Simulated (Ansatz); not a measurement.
Molecular dynamics of SiAsN2H7 (part 1 of 2)

SiAsN2H7, SMILES N[AsH]N[SiH3], computed with RKS PBE-d3bj/6-31G* (Ansatz 0.2.0).

The geometry comes from this level: PBE0-D4/def2-TZVP. Figures and captions count atoms from 1; the log counts them from 0 in places.

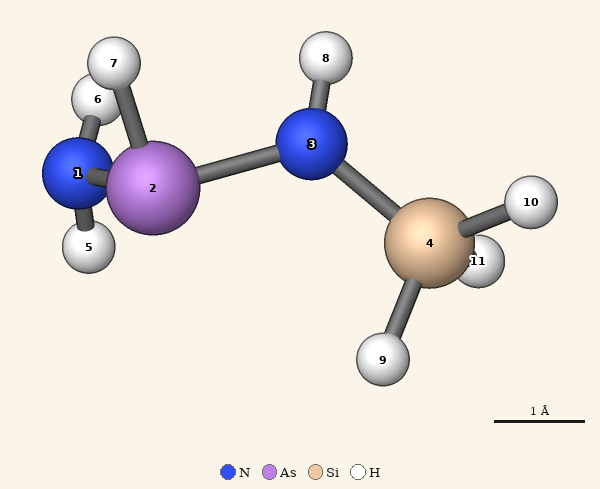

*The starting structure (ball-and-stick view, seen at a tilt; atoms are numbered from 1 in the order of the input).*

Summary:

- outcome: finished
- mean temperature over the second half: 216 K
- trajectory: 30 steps, 30 fs
- ensemble: nvt_langevin
- temperature in the input: 300 K
- time step: 1 fs
- potential energy (last step): −71787.8540 eV
- mean-field energy (last step): −71787.6074 eV
- dispersion energy (last step): −0.2467 eV
- SCF solution under orbital rotations (last step): stable
- largest force (length of the vector) (last step): 2.335 eV/Å
- dipole moment (last step): 1.66 D
- hardware: 4 threads of Arm Neoverse N1, 23 GiB of memory available, shared host
- wall time: 56 s (CPU time 3.5 min)
- peak memory: 0.46 GiB

So short a trajectory is not equilibrated. The logged temperature at the start can lie below the typed one, since it is counted over all degrees of freedom.

Input file:
```yaml
crystal:
  periodic: [false, false, false]
  atoms:
    - {symbol: N, position_ang: [-1.479408, 1.827628, -0.097048]}
    - {symbol: As, position_ang: [0.311210, 1.456454, 0.125734]}
    - {symbol: N, position_ang: [0.565543, -0.287517, -0.451827]}
    - {symbol: Si, position_ang: [0.820490, -1.629532, 0.594773]}
    - {symbol: H, position_ang: [-2.039687, 1.514994, 0.683600]}
    - {symbol: H, position_ang: [-1.899198, 1.516140, -0.962282]}
    - {symbol: H, position_ang: [0.684263, 2.071636, -1.219991]}
    - {symbol: H, position_ang: [0.392881, -0.460799, -1.431127]}
    - {symbol: H, position_ang: [1.104215, -1.066578, 1.940018]}
    - {symbol: H, position_ang: [1.966611, -2.465322, 0.142288]}
    - {symbol: H, position_ang: [-0.361419, -2.534005, 0.696363]}
basis:
  gaussian: {orbitals: "6-31G*"}
hamiltonian: {xc: {name: PBE}, dispersion: d3bj}
md: {timestep: 1 fs, n_steps: 30, ensemble: nvt_langevin, temperature: 300, initial_velocities: maxwell_boltzmann, friction: 0.01, seed: 288}
```

Run as:
```bash
ansatz run in.yaml --threads 4 --pin off --events-out ev --progress --plain --max-ram 10444MiB
```

What the program printed:
```
Functional definition: PBE
  name "PBE"
  cite "Perdew, Burke & Ernzerhof, Phys. Rev. Lett. 77, 3865 (1996) doi:10.1103/PhysRevLett.77.3865"
  parent pbe
  parameter kappa = 0.804
  parameter beta = 0.06672455060314922
  exchange = pbe_x(kappa = kappa, mu = beta*pi^2/3)
  correlation = pbe_c(beta = beta)
1253 factors; their error is unknown
mean field evaluation 1: about -71774.0711 eV, gradient 8.4e1 eV
mean field evaluation 2: about -71711.1455 eV, gradient 1.7e2 eV
mean field evaluation 4: about -71787.3918 eV, gradient 1.3e1 eV
mean field evaluation 8: about -71787.8019 eV, gradient 1.3e-1 eV
mean field evaluation 16: about -71787.6993 eV, gradient 1.8e-4 eV
mean field -71787.69931266 eV, -2638.1492902898 hartree, gradient 6.9e-5 eV, S^2 0.000000; 0 other end points of the search recorded, 0 dependent functions left out
the calculation of the forces begins
reference -71787.69935002 eV, -2638.1492916630 hartree; 34, 34 occupied and 64, 64 virtual orbitals, 1253 factors
md step     0: t =     0.00 fs  T =   272.7 K  F+E_penalty+E_count = -71787.94720747 eV  E_kin = 0.387780 eV  (26 SCF iters)
these checks for a lower state are left out or cut short: starts, cluster_reference, orbital_swaps, neighbouring_geometries, increment
1253 factors; their error is unknown
mean field -71787.63986548 eV, -2638.1471056463 hartree, gradient 9.4e-6 eV, S^2 0.000000; 0 other end points of the search recorded, 0 dependent functions left out
the calculation of the forces begins
reference -71787.63990293 eV, -2638.1471070226 hartree; 34, 34 occupied and 64, 64 virtual orbitals, 1253 factors
md step     1: t =     1.00 fs  T =   252.0 K  F+E_penalty+E_count = -71787.88801521 eV  E_kin = 0.358348 eV  (30 SCF iters, 3 dispersion substeps)
[... from here on the SCF iterations and repeated set-up lines of each step are left out, up to the last step ...]
md step     2: t =     2.00 fs  T =   218.8 K  F+E_penalty+E_count = -71787.84183442 eV  E_kin = 0.311133 eV  (30 SCF iters, 3 dispersion substeps)
md step     3: t =     3.00 fs  T =   230.7 K  F+E_penalty+E_count = -71787.87672972 eV  E_kin = 0.328086 eV  (30 SCF iters, 3 dispersion substeps)
md step     4: t =     4.00 fs  T =   239.4 K  F+E_penalty+E_count = -71787.89053322 eV  E_kin = 0.340357 eV  (30 SCF iters, 3 dispersion substeps)
md step     5: t =     5.00 fs  T =   202.9 K  F+E_penalty+E_count = -71787.83764608 eV  E_kin = 0.288472 eV  (31 SCF iters, 3 dispersion substeps)
md step     6: t =     6.00 fs  T =   182.6 K  F+E_penalty+E_count = -71787.78646806 eV  E_kin = 0.259561 eV  (31 SCF iters, 3 dispersion substeps)
md step     7: t =     7.00 fs  T =   193.5 K  F+E_penalty+E_count = -71787.79620079 eV  E_kin = 0.275158 eV  (30 SCF iters, 3 dispersion substeps)
md step     8: t =     8.00 fs  T =   230.3 K  F+E_penalty+E_count = -71787.85300910 eV  E_kin = 0.327484 eV  (31 SCF iters, 3 dispersion substeps)
md step     9: t =     9.00 fs  T =   279.5 K  F+E_penalty+E_count = -71787.89569381 eV  E_kin = 0.397460 eV  (31 SCF iters, 3 dispersion substeps)
md step    10: t =    10.00 fs  T =   276.6 K  F+E_penalty+E_count = -71787.86989450 eV  E_kin = 0.393262 eV  (31 SCF iters, 3 dispersion substeps)
md step    11: t =    11.00 fs  T =   215.5 K  F+E_penalty+E_count = -71787.79552434 eV  E_kin = 0.306443 eV  (31 SCF iters, 3 dispersion substeps)
md step    12: t =    12.00 fs  T =   188.4 K  F+E_penalty+E_count = -71787.77093928 eV  E_kin = 0.267904 eV  (30 SCF iters, 3 dispersion substeps)
md step    13: t =    13.00 fs  T =   233.2 K  F+E_penalty+E_count = -71787.82686317 eV  E_kin = 0.331598 eV  (31 SCF iters, 3 dispersion substeps)
md step    14: t =    14.00 fs  T =   265.7 K  F+E_penalty+E_count = -71787.87490347 eV  E_kin = 0.377748 eV  (30 SCF iters, 3 dispersion substeps)
md step    15: t =    15.00 fs  T =   273.7 K  F+E_penalty+E_count = -71787.84308054 eV  E_kin = 0.389149 eV  (30 SCF iters, 3 dispersion substeps)
md step    16: t =    16.00 fs  T =   245.6 K  F+E_penalty+E_count = -71787.77755611 eV  E_kin = 0.349153 eV  (31 SCF iters, 3 dispersion substeps)
md step    17: t =    17.00 fs  T =   226.0 K  F+E_penalty+E_count = -71787.74630132 eV  E_kin = 0.321277 eV  (49 SCF iters, 3 dispersion substeps)
md step    18: t =    18.00 fs  T =   222.1 K  F+E_penalty+E_count = -71787.76349512 eV  E_kin = 0.315840 eV  (32 SCF iters, 3 dispersion substeps)
md step    19: t =    19.00 fs  T =   227.3 K  F+E_penalty+E_count = -71787.78229093 eV  E_kin = 0.323250 eV  (32 SCF iters, 3 dispersion substeps)
md step    20: t =    20.00 fs  T =   203.5 K  F+E_penalty+E_count = -71787.76272457 eV  E_kin = 0.289355 eV  (32 SCF iters, 3 dispersion substeps)
md step    21: t =    21.00 fs  T =   191.0 K  F+E_penalty+E_count = -71787.74519488 eV  E_kin = 0.271572 eV  (32 SCF iters, 3 dispersion substeps)
md step    22: t =    22.00 fs  T =   215.4 K  F+E_penalty+E_count = -71787.77069099 eV  E_kin = 0.306238 eV  (30 SCF iters, 3 dispersion substeps)
md step    23: t =    23.00 fs  T =   225.5 K  F+E_penalty+E_count = -71787.80748712 eV  E_kin = 0.320696 eV  (32 SCF iters, 3 dispersion substeps)
md step    24: t =    24.00 fs  T =   221.4 K  F+E_penalty+E_count = -71787.81492419 eV  E_kin = 0.314865 eV  (32 SCF iters, 3 dispersion substeps)
md step    25: t =    25.00 fs  T =   188.8 K  F+E_penalty+E_count = -71787.78481611 eV  E_kin = 0.268442 eV  (31 SCF iters, 3 dispersion substeps)
md step    26: t =    26.00 fs  T =   176.5 K  F+E_penalty+E_count = -71787.76055455 eV  E_kin = 0.250954 eV  (32 SCF iters, 3 dispersion substeps)
md step    27: t =    27.00 fs  T =   192.6 K  F+E_penalty+E_count = -71787.78192850 eV  E_kin = 0.273892 eV  (31 SCF iters, 3 dispersion substeps)
md step    28: t =    28.00 fs  T =   205.4 K  F+E_penalty+E_count = -71787.83126060 eV  E_kin = 0.291983 eV  (32 SCF iters, 3 dispersion substeps)
md step    29: t =    29.00 fs  T =   233.3 K  F+E_penalty+E_count = -71787.86361445 eV  E_kin = 0.331701 eV  (32 SCF iters, 3 dispersion substeps)
these checks for a lower state are left out or cut short: starts, cluster_reference, orbital_swaps, neighbouring_geometries, increment
1253 factors; their error is unknown
mean field -71787.60731821 eV, -2638.1459095561 hartree, gradient 1.8e-5 eV, S^2 0.000000; 0 other end points of the search recorded, 0 dependent functions left out
the calculation of the forces begins
reference -71787.60735501 eV, -2638.1459109086 hartree; 34, 34 occupied and 64, 64 virtual orbitals, 1253 factors
1253 factors; their error is unknown
mean field evaluation 256: about -71787.6073 eV, gradient 2.1e-5 eV
mean field -71787.60731821 eV, -2638.1459095561 hartree, gradient 2.1e-5 eV, S^2 0.000000; 1 other end points of the search recorded, 0 dependent functions left out
the calculation of the forces begins
reference -71787.60735501 eV, -2638.1459109086 hartree; 34, 34 occupied and 64, 64 virtual orbitals, 1253 factors
md step    30: t =    30.00 fs  T =   212.7 K  F+E_penalty+E_count = -71787.85400792 eV  E_kin = 0.302412 eV  (29 SCF iters, 3 dispersion substeps)
```

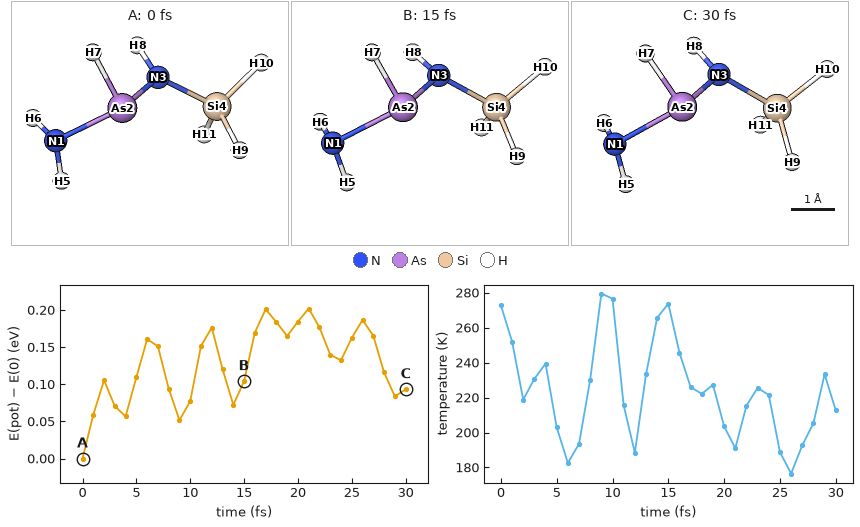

*Frames of the molecular dynamics (ball-and-stick, seen at a tilt) above the curves, on which the letters mark them.*

The trajectory kept here has 31 frames over 30 fs. The temperature starts at 273 K, ranges from 176 to 280 K and averages 216 K over the second half. The potential energy ends 0.093 eV above its first value. After an unweighted best fit of the last frame on the first, the root-mean-square displacement is 0.20 Å, and H6 has moved furthest (0.33 Å).

```
Total energy: -71787.85404472 eV, -2638.1549765884 hartree
Atom 0 at    -1.528612     1.792274    -0.225836 Å, force     0.437204    -0.190933     0.237940 eV/Å
Atom 1 at     0.364366     1.487192     0.124854 Å, force    -0.853352    -0.278327    -0.020724 eV/Å
Atom 2 at     0.665357    -0.311969    -0.436818 Å, force     0.284300     0.327509     2.294669 eV/Å
Atom 3 at     0.689532    -1.694672     0.695315 Å, force    -0.305098     0.812416    -0.889126 eV/Å
Atom 4 at    -2.082562     1.439766     0.566116 Å, force     0.155422     0.069371     0.221985 eV/Å
Atom 5 at    -1.801842     1.171158    -0.997039 Å, force     0.023670     0.084100    -0.267849 eV/Å
Atom 6 at     0.665221     2.061190    -1.269238 Å, force     0.192076    -0.002775    -0.149017 eV/Å
Atom 7 at     0.496600    -0.385603    -1.408581 Å, force    -0.182287    -0.589312    -1.445296 eV/Å
Atom 8 at     0.497409    -1.176862     2.092153 Å, force     0.141846     0.094987    -0.104200 eV/Å
Atom 9 at     1.954254    -2.469001     0.564721 Å, force     0.187571    -0.136767     0.110645 eV/Å
Atom 10 at    -0.449735    -2.619459     0.406808 Å, force    -0.081353    -0.190269     0.010973 eV/Å
Dipole moment:    -0.115926    -0.280858    -0.165959 e Å
```

Trajectory as extended XYZ (Å, eV, eV/Å), 31 frames, from step=0 to step=30:
```
11
Properties=species:S:1:pos:R:3:forces:R:3 step=0 time_fs=0.0 energy=-71787.94721 temperature=272.7
N    -1.4794    1.8276   -0.0970   -0.0942   0.6357  -0.0607
As    0.3112    1.4565    0.1257    0.3762   0.3391   0.7167
N     0.5655   -0.2875   -0.4518    0.1860  -0.0311  -0.0883
Si    0.8205   -1.6295    0.5948    0.0243  -0.2581   0.1781
H    -2.0397    1.5150    0.6836   -0.2661  -0.2118   0.4305
H    -1.8992    1.5161   -0.9623   -0.2354  -0.1922  -0.4762
H     0.6843    2.0716   -1.2200    0.0419   0.1260  -0.3568
H     0.3929   -0.4608   -1.4311   -0.0906  -0.1043  -0.5702
H     1.1042   -1.0666    1.9400    0.0476   0.0819   0.2209
H     1.9666   -2.4653    0.1423    0.2080  -0.1799  -0.0492
H    -0.3614   -2.5340    0.6964   -0.1978  -0.2054   0.0553
11
Properties=species:S:1:pos:R:3:forces:R:3 step=1 time_fs=1.0 energy=-71787.88802 temperature=252.0
N    -1.4870    1.8283   -0.1016    0.8474   1.0523  -0.0227
As    0.3131    1.4563    0.1246    0.3103   0.3932   0.7053
N     0.5702   -0.2920   -0.4499    0.3491   0.4047   0.9702
Si    0.8167   -1.6271    0.5963    0.1389  -0.2288   0.7680
H    -2.0353    1.5192    0.6683   -0.6787  -0.4441   1.0451
H    -1.8808    1.4950   -0.9511   -0.5934  -0.4426  -1.1747
H     0.7003    2.0671   -1.2246   -0.0219   0.0919  -0.2913
H     0.3765   -0.4535   -1.4025   -0.3045  -0.3341  -1.7138
H     1.0946   -1.0649    1.9797   -0.0578  -0.1038  -0.3104
H     1.9658   -2.4647    0.1549    0.2101  -0.1759  -0.0405
H    -0.3684   -2.5285    0.6826   -0.1995  -0.2127   0.0648
11
Properties=species:S:1:pos:R:3:forces:R:3 step=2 time_fs=2.0 energy=-71787.84183 temperature=218.8
N    -1.4939    1.8299   -0.1069    1.2012   1.1570  -0.0320
As    0.3149    1.4562    0.1237    0.2642   0.4424   0.6538
N     0.5752   -0.2965   -0.4477    0.4096   0.7212   1.2880
Si    0.8126   -1.6249    0.5982    0.2712  -0.3017   1.2135
H    -2.0376    1.5199    0.6616   -0.7671  -0.5089   1.1891
H    -1.8687    1.4715   -0.9500   -0.7036  -0.5361  -1.3514
H     0.7171    2.0632   -1.2308   -0.0925   0.0488  -0.1959
H     0.3584   -0.4490   -1.3887   -0.4113  -0.4359  -2.1131
H     1.0834   -1.0628    2.0150   -0.1310  -0.2384  -0.7188
H     1.9679   -2.4668    0.1672    0.1555  -0.1309  -0.0092
H    -0.3756   -2.5235    0.6682   -0.1963  -0.2175   0.0760
11
Properties=species:S:1:pos:R:3:forces:R:3 step=3 time_fs=3.0 energy=-71787.87673 temperature=230.7
N    -1.4995    1.8325   -0.1130    0.7457   0.7172  -0.1924
As    0.3169    1.4561    0.1229    0.2098   0.4755   0.6280
N     0.5803   -0.3002   -0.4444    0.2064   0.8347   0.4218
Si    0.8085   -1.6228    0.6008    0.3507  -0.4963   1.5001
H    -2.0495    1.5171    0.6664   -0.4075  -0.3401   0.6682
H    -1.8645    1.4434   -0.9646   -0.4711  -0.2987  -0.7065
H     0.7325    2.0635   -1.2336   -0.1487   0.0103  -0.1283
H     0.3386   -0.4496   -1.3956   -0.2411  -0.3521  -1.3298
H     1.0695   -1.0615    2.0418   -0.1665  -0.3148  -0.9742
H     1.9713   -2.4714    0.1791    0.0652  -0.0571   0.0330
H    -0.3840   -2.5230    0.6563   -0.1428  -0.1786   0.0801
11
Properties=species:S:1:pos:R:3:forces:R:3 step=4 time_fs=4.0 energy=-71787.89053 temperature=239.4
N    -1.5046    1.8353   -0.1190    0.0046   0.0366  -0.4279
As    0.3189    1.4560    0.1222    0.1542   0.5109   0.6040
N     0.5855   -0.3031   -0.4405   -0.1521   0.8549  -0.9233
Si    0.8045   -1.6209    0.6040    0.3493  -0.7833   1.6599
H    -2.0676    1.5109    0.6758    0.1135  -0.0925  -0.0823
H    -1.8636    1.4122   -0.9877   -0.1296   0.1131   0.2466
H     0.7450    2.0671   -1.2358   -0.1974  -0.0340  -0.0610
H     0.3157   -0.4526   -1.4138    0.0921  -0.2014  -0.0684
H     1.0538   -1.0615    2.0588   -0.1722  -0.3437  -1.0972
H     1.9758   -2.4764    0.1907   -0.0408   0.0245   0.0755
H    -0.3954   -2.5270    0.6488   -0.0215  -0.0849   0.0740
11
Properties=species:S:1:pos:R:3:forces:R:3 step=5 time_fs=5.0 energy=-71787.83765 temperature=202.9
N    -1.5097    1.8378   -0.1252   -0.5237  -0.5174  -0.6125
As    0.3208    1.4559    0.1215    0.1106   0.5606   0.5359
N     0.5905   -0.3052   -0.4367   -0.5040   0.8712  -2.0560
Si    0.8006   -1.6191    0.6076    0.3129  -1.0746   1.7048
H    -2.0841    1.5033    0.6817    0.5110   0.0953  -0.6329
H    -1.8637    1.3841   -1.0085    0.1158   0.4619   0.9578
H     0.7576    2.0712   -1.2404   -0.2542  -0.0883   0.0400
H     0.2909   -0.4555   -1.4321    0.4223  -0.0819   0.9935
H     1.0345   -1.0634    2.0665   -0.1503  -0.3320  -1.1059
H     1.9798   -2.4806    0.2017   -0.1348   0.0970   0.1127
H    -0.4057   -2.5324    0.6442    0.0944   0.0082   0.0626
11
Properties=species:S:1:pos:R:3:forces:R:3 step=6 time_fs=6.0 energy=-71787.78647 temperature=182.6
N    -1.5151    1.8401   -0.1317   -0.7276  -0.8345  -0.6724
As    0.3227    1.4562    0.1211    0.0668   0.6079   0.4457
N     0.5955   -0.3061   -0.4347   -0.7242   0.8837  -2.6150
Si    0.7963   -1.6179    0.6118    0.2665  -1.2984   1.5993
H    -2.0949    1.4976    0.6824    0.7217   0.1977  -0.9106
H    -1.8629    1.3616   -1.0200    0.2218   0.6551   1.2847
H     0.7704    2.0750   -1.2449   -0.3086  -0.1364   0.1412
H     0.2699   -0.4581   -1.4404    0.6302  -0.0233   1.5255
H     1.0129   -1.0699    2.0644   -0.1118  -0.2734  -0.9877
H     1.9819   -2.4845    0.2153   -0.1974   0.1509   0.1335
H    -0.4131   -2.5373    0.6366    0.1628   0.0706   0.0557
11
Properties=species:S:1:pos:R:3:forces:R:3 step=7 time_fs=7.0 energy=-71787.79620 temperature=193.5
N    -1.5215    1.8418   -0.1382   -0.6219  -0.9154  -0.6046
As    0.3247    1.4567    0.1210   -0.0034   0.6410   0.3865
N     0.6010   -0.3063   -0.4343   -0.7716   0.8991  -2.5597
Si    0.7918   -1.6173    0.6163    0.2276  -1.4647   1.3636
H    -2.0992    1.4941    0.6776    0.7523   0.2197  -0.9316
H    -1.8601    1.3441   -1.0193    0.2009   0.6814   1.2438
H     0.7788    2.0775   -1.2467   -0.3376  -0.1601   0.1900
H     0.2546   -0.4606   -1.4317    0.6663  -0.0252   1.4726
H     0.9908   -1.0811    2.0545   -0.0654  -0.1708  -0.7511
H     1.9827   -2.4880    0.2316   -0.2362   0.1885   0.1392
H    -0.4177   -2.5417    0.6261    0.1889   0.1064   0.0513
11
Properties=species:S:1:pos:R:3:forces:R:3 step=8 time_fs=8.0 energy=-71787.85301 temperature=230.3
N    -1.5282    1.8433   -0.1447   -0.2678  -0.7806  -0.4873
As    0.3268    1.4572    0.1208   -0.0956   0.6544   0.3850
N     0.6063   -0.3059   -0.4349   -0.6528   0.9010  -2.0332
Si    0.7873   -1.6173    0.6212    0.2024  -1.5800   0.9893
H    -2.0962    1.4907    0.6658    0.6061   0.1645  -0.6873
H    -1.8560    1.3312   -1.0085    0.0955   0.5615   0.9029
H     0.7819    2.0796   -1.2438   -0.3324  -0.1542   0.1655
H     0.2457   -0.4647   -1.4097    0.5365  -0.0694   0.9673
H     0.9680   -1.0954    2.0376   -0.0087  -0.0221  -0.3794
H     1.9828   -2.4908    0.2500   -0.2561   0.2125   0.1327
H    -0.4193   -2.5449    0.6154    0.1728   0.1123   0.0444
11
Properties=species:S:1:pos:R:3:forces:R:3 step=9 time_fs=9.0 energy=-71787.89569 temperature=279.5
N    -1.5349    1.8444   -0.1511    0.2891  -0.4275  -0.3195
As    0.3288    1.4577    0.1207   -0.2016   0.6522   0.4380
N     0.6113   -0.3043   -0.4366   -0.3943   0.8831  -1.1838
Si    0.7823   -1.6179    0.6264    0.1823  -1.6520   0.4325
H    -2.0875    1.4851    0.6484    0.3179   0.0413  -0.2168
H    -1.8508    1.3224   -0.9908   -0.0836   0.2885   0.2934
H     0.7829    2.0825   -1.2356   -0.3032  -0.1235   0.0791
H     0.2403   -0.4706   -1.3818    0.2702  -0.1500   0.1620
H     0.9436   -1.1116    2.0138    0.0569   0.1843   0.1662
H     1.9824   -2.4917    0.2713   -0.2536   0.2161   0.1135
H    -0.4188   -2.5465    0.6028    0.1199   0.0875   0.0355
```
